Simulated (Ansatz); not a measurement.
## C2H11NOSi2: frequency calculation

- system: C2H11NOSi2, SMILES CC[SiH](O)N[SiH3]
- method: RKS B3LYP-D4/6-31G (Ansatz 0.2.0)

It belongs to a series of runs on one base structure; here: vibrations at the highest image of the band. Figures and captions count atoms from 1; the log counts them from 0 in places.

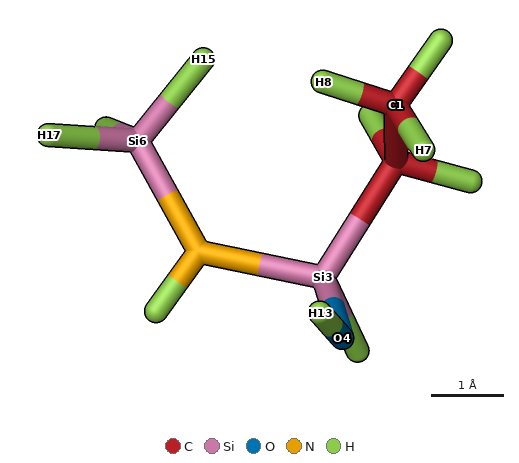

Fig. 1: The structure (stick view, seen at a tilt; atoms are numbered from 1 in the order of the input).

Summary

| quantity | value |
| --- | --- |
| outcome | converged |
| total energy | −21545.1896 eV |
| mean-field energy | −21544.5248 eV |
| largest force (length of the vector) | 0.042 eV/Å |
| hardware | 1 thread of Arm Neoverse V2, 24 GiB of memory available, shared host |
| wall time | 7.9 min |
| peak memory | 0.22 GiB |

Input file
```yaml
crystal:
  periodic: [false, false, false]
  atoms:
    - { symbol: C, position_ang: [1.738647, -0.754043, -0.738832] }
    - { symbol: C, position_ang: [0.922255, 0.517398, -1.041161] }
    - { symbol: Si, position_ang: [-0.965837, 0.254053, -0.948472] }
    - { symbol: O, position_ang: [-1.409308, -1.253588, -1.687308] }
    - { symbol: "N", position_ang: [-1.507667, 0.315172, 0.742098] }
    - { symbol: Si, position_ang: [-0.606634, 0.60553, 2.254011] }
    - { symbol: H, position_ang: [1.469343, -1.561676, -1.429776] }
    - { symbol: H, position_ang: [1.566201, -1.112438, 0.282452] }
    - { symbol: H, position_ang: [2.814145, -0.571089, -0.846496] }
    - { symbol: H, position_ang: [1.146496, 0.864526, -2.058277] }
    - { symbol: H, position_ang: [1.213016, 1.332292, -0.366018] }
    - { symbol: H, position_ang: [-1.728035, 1.22399, -1.796858] }
    - { symbol: H, position_ang: [-1.160496, -2.108161, -1.296722] }
    - { symbol: H, position_ang: [-2.511067, 0.199677, 0.858057] }
    - { symbol: H, position_ang: [0.855766, 0.429423, 1.990125] }
    - { symbol: H, position_ang: [-0.8187, 1.990979, 2.809523] }
    - { symbol: H, position_ang: [-1.037226, -0.372648, 3.313953] }
basis:
  gaussian: { orbitals: "6-31G" }
hamiltonian:
  xc: b3lyp
  dispersion: d4
phonons: {}
```

Launch command:
```bash
ansatz run input.yaml --threads 1 --pin off --max-ram 2048MiB --backend cpu --events-out ev --progress --plain --runs-dir out
```

Output
```
Engine: ansatz 0.2.0, aarch64-unknown-linux-gnu
Functional definition: B3LYP
  parameter a0 = 0.2
  parameter ax = 0.72
  parameter ac = 0.81
  exchange = (1 - a0 - ax)*slater_x + ax*b88_x + a0*exact_x
  correlation = (1 - ac)*vwn_rpa_c + ac*lyp_c
1176 factors; integrals over basis functions are off by at most 1.7e-4 eV
mean field evaluation 1: about -21530.2443 eV, gradient 8.4e1 eV
mean field evaluation 2: about -21508.7602 eV, gradient 1.3e2 eV
mean field evaluation 4: about -21544.3746 eV, gradient 6.4e0 eV
mean field evaluation 8: about -21544.5243 eV, gradient 2.1e-1 eV
mean field evaluation 16: about -21544.5245 eV, gradient 4.6e-5 eV
mean field -21544.52446976 eV, -791.7466708606 hartree, gradient 4.6e-5 eV, S^2 0.000000; 0 other end points of the search recorded, 0 dependent functions left out
the calculation of the forces begins
reference -21544.52476240 eV, -791.7466816148 hartree; 33, 33 occupied and 51, 51 virtual orbitals, 1176 factors
these checks for a lower state are left out or cut short: stability, starts, cluster_reference, orbital_swaps, neighbouring_geometries, increment
1176 factors; integrals over basis functions are off by at most 1.7e-4 eV
mean field -21544.52438238 eV, -791.7466676494 hartree, gradient 1.8e-6 eV, S^2 0.000000; 0 other end points of the search recorded, 0 dependent functions left out
[... from here on the field's lines of each further geometry are left out, up to the last ...]
the calculation of the forces begins
reference -21544.52474897 eV, -791.7466811214 hartree; 33, 33 occupied and 51, 51 virtual orbitals, 1176 factors
these checks for a lower state are left out or cut short: stability, starts, cluster_reference, orbital_swaps, neighbouring_geometries, increment
1176 factors; integrals over basis functions are off by at most 1.7e-4 eV
mean field -21544.52442508 eV, -791.7466692186 hartree, gradient 1.1e-6 eV, S^2 0.000000; 0 other end points of the search recorded, 0 dependent functions left out
the calculation of the forces begins
reference -21544.52471772 eV, -791.7466799728 hartree; 33, 33 occupied and 51, 51 virtual orbitals, 1176 factors
WARN: phonons: modes at or below zero, which the zero-point energy, F, S and C_V leave out: 1, the lowest at -79.38 cm⁻¹. A minimum has none, and a first-order saddle one
Total energy: -21545.18957168 eV, -791.7711129054 hartree
Atom 0 at     1.738647    -0.754043    -0.738832 Å, force    -0.004331    -0.025648    -0.005055 eV/Å
Atom 1 at     0.922255     0.517398    -1.041161 Å, force     0.017244     0.009662    -0.002473 eV/Å
Atom 2 at    -0.965837     0.254053    -0.948472 Å, force     0.019449    -0.037092     0.004712 eV/Å
Atom 3 at    -1.409308    -1.253588    -1.687308 Å, force     0.025683     0.019486     0.027271 eV/Å
Atom 4 at    -1.507667     0.315172     0.742098 Å, force     0.000110     0.003380    -0.027625 eV/Å
Atom 5 at    -0.606634     0.605530     2.254011 Å, force    -0.016125     0.001130     0.001289 eV/Å
Atom 6 at     1.469343    -1.561676    -1.429776 Å, force     0.004264    -0.001272     0.003833 eV/Å
Atom 7 at     1.566201    -1.112438     0.282452 Å, force     0.001057    -0.000886     0.004383 eV/Å
Atom 8 at     2.814145    -0.571089    -0.846496 Å, force    -0.007044     0.004480    -0.001834 eV/Å
Atom 9 at     1.146496     0.864526    -2.058277 Å, force    -0.006567     0.008083     0.000659 eV/Å
Atom 10 at     1.213016     1.332292    -0.366018 Å, force    -0.013749     0.003553    -0.004794 eV/Å
Atom 11 at    -1.728035     1.223990    -1.796858 Å, force    -0.015497     0.004446    -0.005140 eV/Å
Atom 12 at    -1.160496    -2.108161    -1.296722 Å, force    -0.007322     0.008257    -0.014556 eV/Å
Atom 13 at    -2.511067     0.199677     0.858057 Å, force    -0.001582     0.008403     0.024202 eV/Å
Atom 14 at     0.855766     0.429423     1.990125 Å, force     0.003520    -0.002962    -0.004446 eV/Å
Atom 15 at    -0.818700     1.990979     2.809523 Å, force     0.003138     0.000399    -0.002100 eV/Å
Atom 16 at    -1.037226    -0.372648     3.313953 Å, force    -0.002248    -0.003418     0.001674 eV/Å
Dipole moment:     0.211151    -0.035722     0.342124 e Å
Vibrations: -79.38 40.80 108.77 141.99 176.55 207.57 220.30 289.50 304.38 416.21 536.28 552.75 628.58 682.55 713.36 732.99 759.56 835.74 867.57 899.70 913.00 936.88 948.57 981.05 1011.64 1030.77 1063.33 1291.61 1300.56 1317.92 1461.65 1508.94 1551.27 1553.24 2135.22 2150.35 2194.80 2206.23 3042.09 3052.00 3092.94 3113.21 3122.10 3570.94 3747.39 cm⁻¹, zero-point energy 3.559142 eV
```

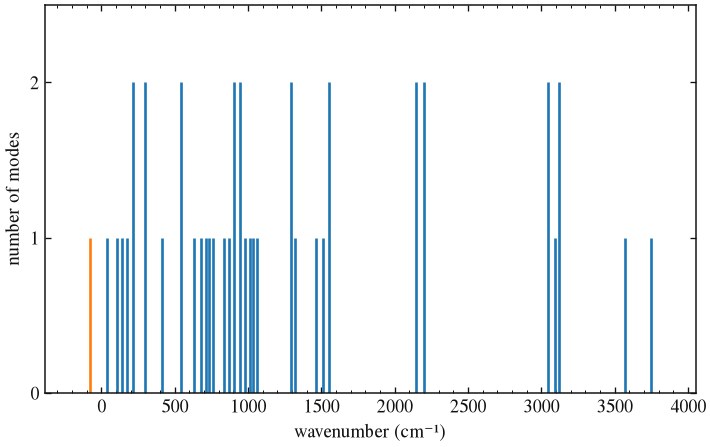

Fig. 2: Harmonic vibrational wavenumbers from the force constants; neighbouring modes closer than 17 cm⁻¹ are counted in one stick, and imaginary ones are drawn at negative wavenumbers. 45 modes from 79i to 3747 cm⁻¹, 1 imaginary beyond 8i (79i cm⁻¹): not a clean minimum; so soft a mode can be a shallow saddle, an incomplete relaxation or noise of the force constants.
